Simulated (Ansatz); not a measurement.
```xyz
18

Al   -0.0003    0.1214   -0.0822
H    -0.1189    0.1716    1.4881
C     1.8013    0.0768   -0.8991
H     2.0825   -0.9742   -0.9943
H     1.7510    0.4410   -1.9246
C     2.9167    0.8215   -0.1428
H     3.8868    0.6774   -0.6108
H     2.7328    1.8926   -0.1113
H     3.0020    0.4821    0.8860
C    -1.7026    0.0910   -1.0965
H    -2.2694   -0.7799   -0.7631
H    -2.3045    0.9443   -0.7786
C    -1.5993    0.0772   -2.6310
H    -2.5774    0.0231   -3.1012
H    -1.1100    0.9714   -3.0072
H    -1.0238   -0.7731   -2.9850
Cl    0.0540   -2.8307    1.6699
H    -0.0507   -1.5875    2.1089
```

Not at a stationary point (largest force 1.6 eV/Å).

Method: Ansatz 0.2.0, RHF/6-31G*.

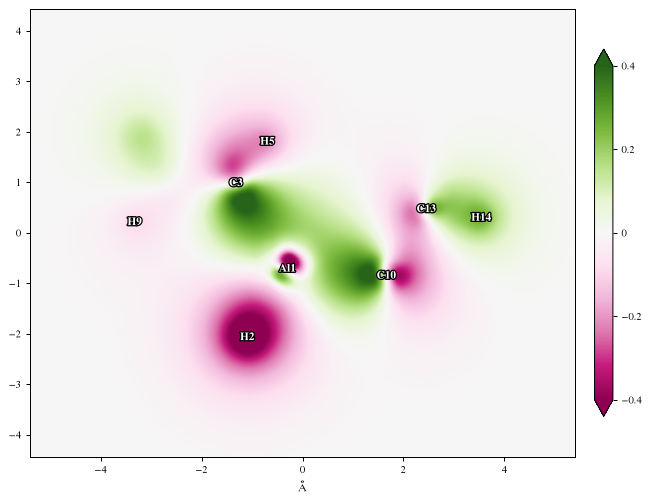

C₄H₁₁Al···HCl. The HOMO−1 on the plane of atoms C10, C13 and H14 (values in Å⁻³ᐟ²; the overall sign is arbitrary).

Q: Where does this orbital lie, and at what energy?

A: It lies mainly on Al1 (about 25 %), H2 (about 25 %), C3 (about 15 %) and C10 (about 15 %). Its energy is −10.90 eV.
